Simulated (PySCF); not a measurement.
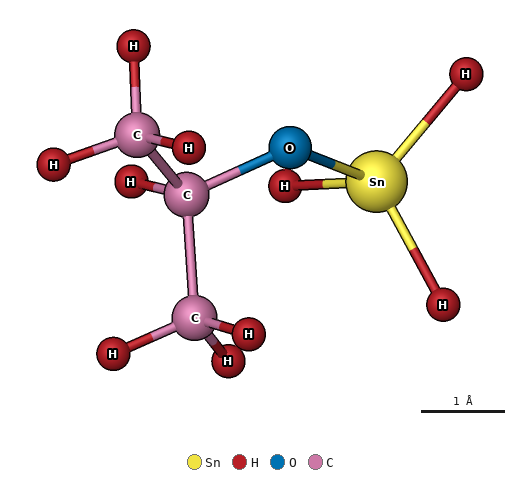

Figure 1. The structure as given in the input (ball-and-stick view, seen at a tilt). Sticks mark near contacts.

# Excited-state calculation, with input and output: C₃H₁₀OSn

- system: C₃H₁₀OSn (SnH3(OiPr)), SMILES [H][Sn]([H])([H])[O]C(C)C
- method: TDDFT wB97X-D/def2-SVPD, vertical, gas phase, core orbitals frozen in the response (PySCF 2.14.0)

The geometry comes from this level: PBE0-D3(BJ)/def2-SVP. It belongs to a series of runs on one base structure; here: one ligand: Cl to OiPr.

Input file
```
{"job": {"kind": "uv", "xc": "wB97X-D", "basis": "def2-SVPD", "ip": true, "nstates": 10}, "charge": 0, "multiplicity": 1}
Sn     1.160379     1.322014     1.714689
H      1.128514     1.071619     3.402562
H      2.750524     1.206751     1.081147
H      0.398855     2.782708     1.230868
O      0.045352    -0.175487     1.017294
C     -0.536377    -0.138995    -0.263944
C     -1.503769    -1.306562    -0.349277
C      0.514305    -0.193802    -1.364540
H     -1.120109     0.799328    -0.394875
H     -0.955060    -2.255401    -0.242500
H     -2.040435    -1.314170    -1.310387
H     -2.239582    -1.246687     0.465426
H      1.197960     0.670271    -1.313960
H      1.116487    -1.110835    -1.265495
H      0.050177    -0.186859    -2.363007
```

The first line tells a small driver script what to run in PySCF; the rest is the geometry in Å.

Machine: 1 CPU thread, shared host.

Run as:
```bash
OMP_NUM_THREADS=1 python <driver script> task.json out
```

The program's output
```
coarse grid: 53472 points
cycle   1  E = -408.0623368650  dE = -2.178e+01  |g| = 2.625e+00  |ddm| = 1.336e+01
cycle   2  E = -408.2417727176  dE = -1.794e-01  |g| = 2.801e+00  |ddm| = 1.547e+01
cycle   3  E = -409.6578454530  dE = -1.416e+00  |g| = 5.324e-01  |ddm| = 5.524e+00
cycle   4  E = -409.6880714081  dE = -3.023e-02  |g| = 3.790e-01  |ddm| = 9.860e-01
cycle   5  E = -409.7155252179  dE = -2.745e-02  |g| = 3.041e-02  |ddm| = 5.405e-01
cycle   6  E = -409.7158530460  dE = -3.278e-04  |g| = 1.363e-02  |ddm| = 8.101e-02
cycle   7  E = -409.7159229642  dE = -6.992e-05  |g| = 2.482e-03  |ddm| = 3.627e-02
cycle   8  E = -409.7159272221  dE = -4.258e-06  |g| = 7.311e-04  |ddm| = 1.125e-02
final grid: 112600 points
cycle   9  E = -409.7125770210  dE = -7.403e-06  |g| = 1.242e-03  |ddm| = 1.496e-02
cycle  10  E = -409.7125771636  dE = -1.426e-07  |g| = 9.700e-04  |ddm| = 4.924e-03
cycle  11  E = -409.7125773150  dE = -1.514e-07  |g| = 2.834e-04  |ddm| = 1.644e-03
cycle  12  E = -409.7125773311  dE = -1.611e-08  |g| = 6.163e-05  |ddm| = 4.575e-04
cycle  13  E = -409.7125773330  dE = -1.865e-09  |g| = 1.985e-05  |ddm| = 2.174e-04
cycle  14  E = -409.7125773332  dE = -1.904e-10  |g| = 5.894e-06  |ddm| = 6.663e-05
```

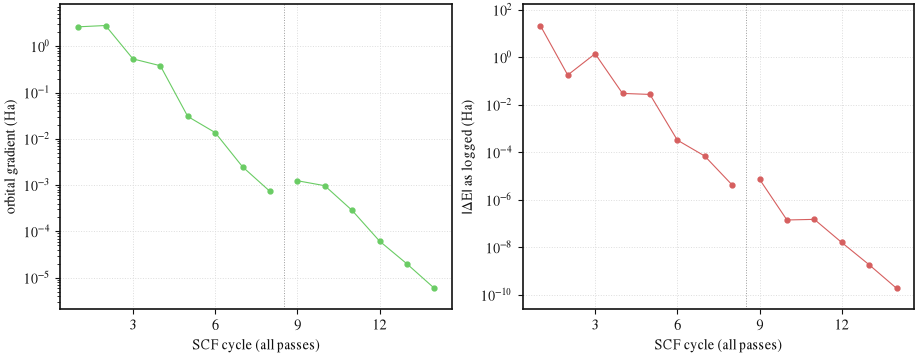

Figure 2. Convergence of the self-consistent field: orbital gradient and size of the energy change against the SCF cycle. The dotted line marks the change from a coarse to the final integration grid. The first 8 cycles use a coarse grid, the final grid takes over at cycle 9, and the field converges after 14 cycles in all.

```
converged SCF energy = -409.7125773332

Static polarisability (au): isotropic 82.869, principal 74.751 79.456 94.401

Singlet excitations
state   eV       nm        f      main configurations
  1   5.9618    208.0   0.00644   H->L 0.77, H->L+1 0.10
  2   6.8346    181.4   0.11777   H-1->L 0.65, H-1->L+1 0.16
  3   6.8726    180.4   0.02528   H->L+1 0.83
  4   7.4717    165.9   0.00500   H->L+2 0.87
  5   7.5064    165.2   0.01884   H-1->L+1 0.67, H->L+3 0.12, H-1->L 0.09
  6   7.7595    159.8   0.02910   H->L+3 0.55, H-3->L 0.15
  7   7.8126    158.7   0.00504   H-2->L 0.68, H-2->L+1 0.16
  8   7.9396    156.2   0.04302   H-3->L 0.49, H->L+3 0.15, H-1->L+2 0.10
  9   8.1559    152.0   0.02940   H-1->L+2 0.72, H-1->L+3 0.08
 10   8.2520    150.2   0.01673   H-1->L+3 0.66, H->L+4 0.11

Triplet excitations (Tamm-Dancoff, eV): 5.5783 6.1366 6.6192 7.1241
Vertical ionisation energy (delta-SCF) = 9.4091 eV
```

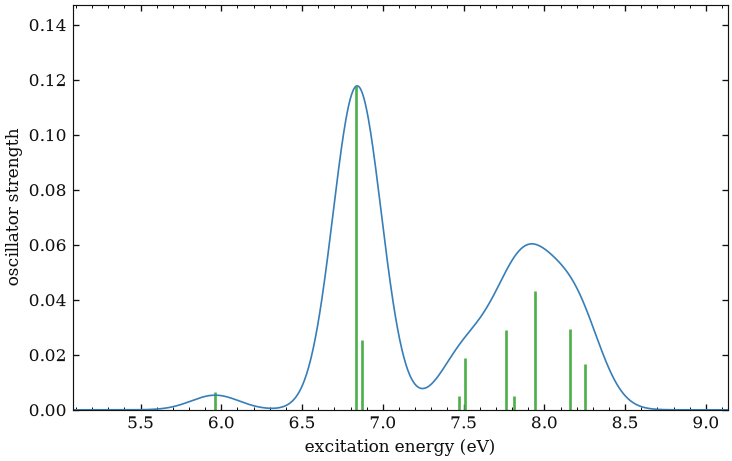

Figure 3. Computed excitations as sticks (degenerate states added up, dark ones marked on the axis), with a Gaussian envelope of 0.35 eV full width at half maximum, scaled to the tallest. Of the 10 states the lowest lies at 5.96 eV (f = 0.006); the strongest line is at 6.83 eV, or 181 nm (f = 0.118).

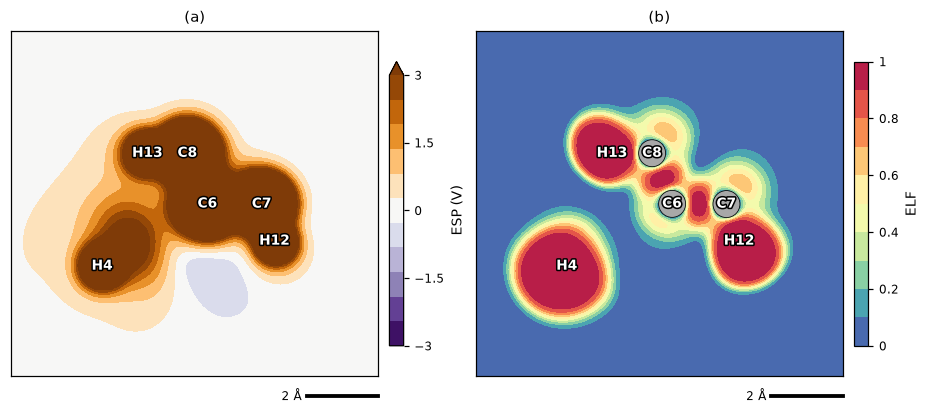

Figure 4. (a) molecular electrostatic potential; (b) ELF on the plane of atoms C7, C6 and C8. Grey discs, where drawn, cover atomic cores. The section cuts through H and C sites. C–C (1.52 Å): the ELF peaks at about 0.95 between the atoms (localised, shared-pair bonding). C–H (1.10 Å): the ELF climbs to about 1 towards the hydrogen, as it does in any bond to H (a covalent bond by its length).

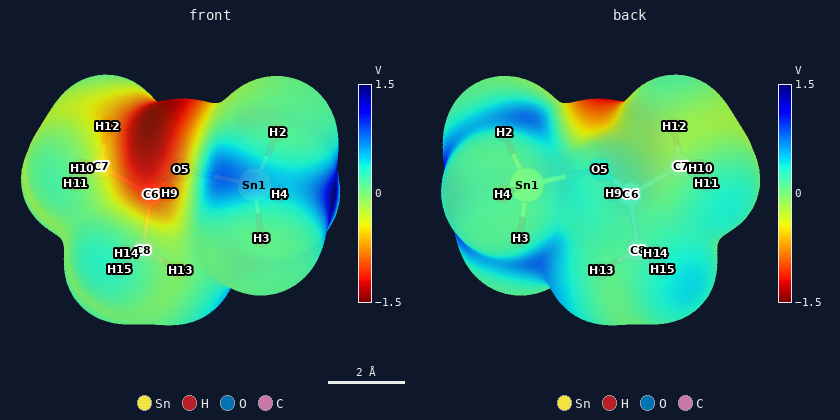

Figure 5. The electrostatic potential painted on the density surface at 0.001 e/bohr³, seen at a tilt and from behind; red is negative and blue positive.

Key numbers

```tsv
quantity	value
outcome	converged
total energy	−409.712577 hartree
HOMO	−9.31 eV
LUMO	1.23 eV
dipole moment	1.45 D
mean polarisability	82.87 a.u.
vertical ionisation energy	9.41 eV
lowest singlet excitation	5.96 eV
wall time	5.1 min
peak memory	1.1 GiB
```

Spin–orbit coupling is left out, which matters for the heavy atoms.
